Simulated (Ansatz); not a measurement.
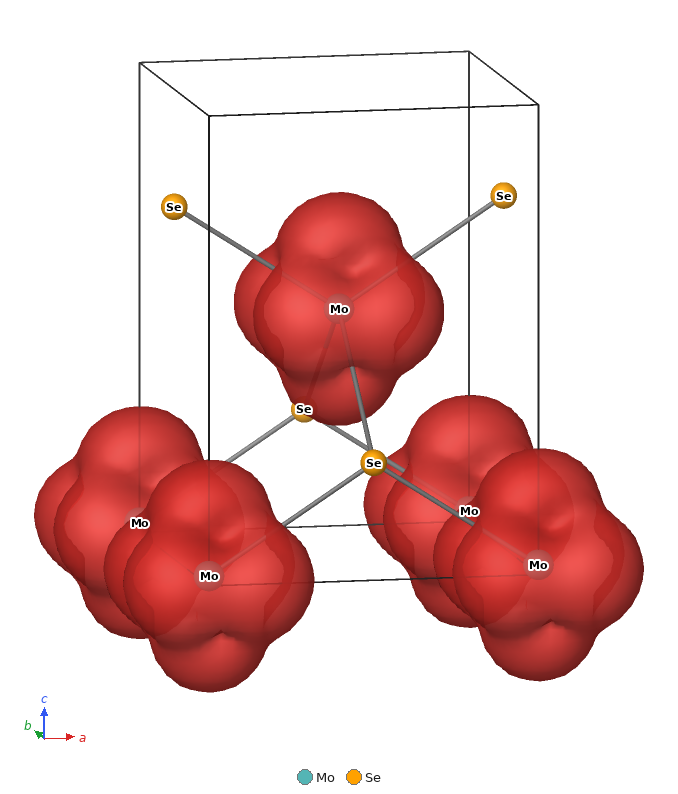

Figure 1: MoSe. Isosurface of the spin density (up minus down) at +0.04 e/Å³ (red), seen slightly off an axis. Sticks mark near contacts.

Space group Imm2; started from the zincblende prototype, which need not be the ambient phase; changed on purpose from its base cell (atom 1 (Mo) moved 0.12 A along x); not relaxed (largest force 1.3 eV/Å); spin-polarised.

Theory: Ansatz 0.2.0, DFT PBE, scalar-relativistic, plane waves, PAW.

The density is the valence pseudo-density of a PAW calculation; it isn't the true density close to the nuclei.

Q: Where is the spin, and how is it ordered?

A: The spin density sits on Mo: +0.7 μB (×2) in one cell of 4 atoms: parallel main moments, as they must be, since the calculation's own cell holds one magnetic site. The cell of the calculation (2 atoms) carries 1.1 μB of net spin moment.
